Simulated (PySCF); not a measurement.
**Frequency calculation of RuOH$_{2}$**

- system: RuOH$_{2}$, multiplicity 5
- method: UKS-based PBE0, Ru def2-TZVP with ECP28, O def2-TZVP, H def2-TZVP; non-relativistic Hamiltonian with a scalar-relativistic core potential; density fitting (PySCF 2.14.0)

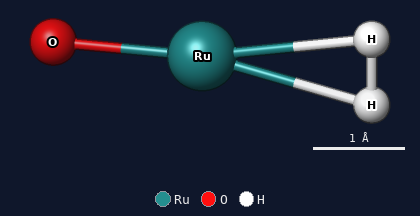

*The input geometry (ball-and-stick view, seen at a tilt). Sticks mark near contacts.*

### Summary

- outcome: converged
- total energy: −171.168722 hartree
- ⟨S²⟩: 6.009
- zero-point energy: 0.015969 hartree
- dipole moment: 4.57 D
- wavenumbers, lowest and highest: 152 and 3800 cm⁻¹
- hardware: 2 threads of Intel Xeon (Granite Rapids), 12 GiB of memory available, shared host
- wall time: 49 s (CPU time 94 s)
- peak memory: 1.1 GiB

### Input file
```python
from pyscf import gto, scf, dft
mol = gto.M(atom='''
Ru     0.179918     0.000000     0.075436
O     -1.395045     0.000000    -0.584916
H      1.822602     0.000000     1.189218
H      2.125732     0.000000     0.466242''',
    basis={'Ru': 'def2-TZVP', 'O': 'def2-TZVP', 'H': 'def2-TZVP'},
    ecp={'Ru': 'def2-TZVP'},
    charge=0, spin=4)
mf = dft.UKS(mol, xc='PBE0')
mf.grids.atom_grid = (75, 302)
aux = {'Ru': 'def2-universal-JKFIT', 'O': 'def2-universal-JKFIT', 'H': 'def2-universal-JKFIT'}
mf = mf.density_fit(auxbasis=aux)
mf.conv_tol = 1e-09
mf.diis_space = 10
mf.max_cycle = 60
mf.verbose = 4
mf.kernel()
```

The script is an equivalent of the set-up of the self-consistent field. The run itself was carried out by a driver, which started from the orbitals of the step before it where there was one and computed the further properties.

Launch command:
```bash
OMP_NUM_THREADS=2 python axn.py task.json out
```

### What the program printed
```
init E= -171.168722291771
  alpha nocc = 15  HOMO = -0.231886825296124  LUMO = 0.0194591189544136
  beta  nocc = 11  HOMO = -0.238662663832773  LUMO = -0.0962268092110289
  HOMO = -0.231886825296  LUMO = -0.096226809211  gap/eV = 3.69150
cycle= 1 E= -171.168722291772  delta_E= -1.31e-12  |g|= 1.11e-05  |ddm|= 1.9e-05
  alpha nocc = 15  HOMO = -0.23189060054967  LUMO = 0.0194567294320668
  beta  nocc = 11  HOMO = -0.238668001206534  LUMO = -0.0962302688501277
  HOMO = -0.23189060055  LUMO = -0.0962302688501  gap/eV = 3.69151
cycle= 2 E= -171.168722291719  delta_E= 5.26e-11  |g|= 1.7e-05  |ddm|= 2.46e-05
  alpha nocc = 15  HOMO = -0.231888529775695  LUMO = 0.019458075031656
  beta  nocc = 11  HOMO = -0.238665365642206  LUMO = -0.0962282752734935
  HOMO = -0.231888529776  LUMO = -0.0962282752735  gap/eV = 3.69150
cycle= 3 E= -171.168722291824  delta_E= -1.05e-10  |g|= 5.4e-06  |ddm|= 1.44e-05
  alpha nocc = 15  HOMO = -0.23188837685367  LUMO = 0.0194581514512456
  beta  nocc = 11  HOMO = -0.238664900416506  LUMO = -0.0962281508380962
  HOMO = -0.231888376854  LUMO = -0.0962281508381  gap/eV = 3.69150
cycle= 4 E= -171.168722291836  delta_E= -1.16e-11  |g|= 9.23e-07  |ddm|= 2.88e-06
  alpha nocc = 15  HOMO = -0.231888423260854  LUMO = 0.0194581331078191
  beta  nocc = 11  HOMO = -0.23866502848357  LUMO = -0.0962281454496274
  HOMO = -0.231888423261  LUMO = -0.0962281454496  gap/eV = 3.69150
Extra cycle  E= -171.168722291839  delta_E= -3.64e-12  |g|= 1.32e-06  |ddm|= 3.86e-06
converged SCF energy = -171.168722291839  <S^2> = 6.0089745  2S+1 = 5.0035885
```

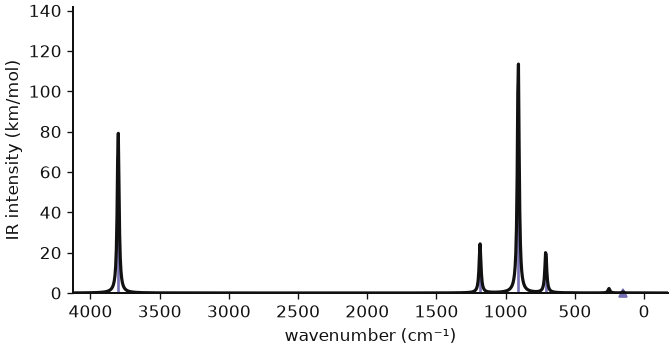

*Harmonic infrared spectrum, unscaled: sticks (degenerate modes added up, dark ones marked on the axis) with a Lorentzian envelope of 16 cm⁻¹ full width, scaled to the tallest stick.*

6 modes from 152 to 3800 cm⁻¹, none imaginary. The strongest line is at 909 cm⁻¹ (113 km/mol). All modes, in cm⁻¹ (km/mol): 152 (0.5), 254 (2.2), 710 (20.0), 909 (113), 1185 (24), 3800 (78).

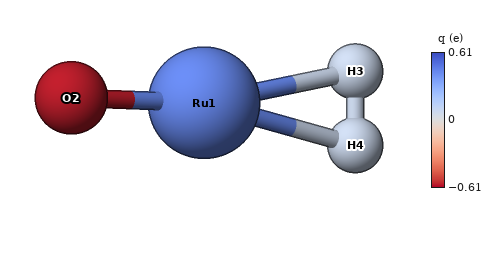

*Mulliken charges, as the colour of each atom (ball-and-stick view, seen at a tilt; atoms are numbered from 1 in the order of the input).*

By element: Ru +0.43, O −0.58 and H +0.07 e.
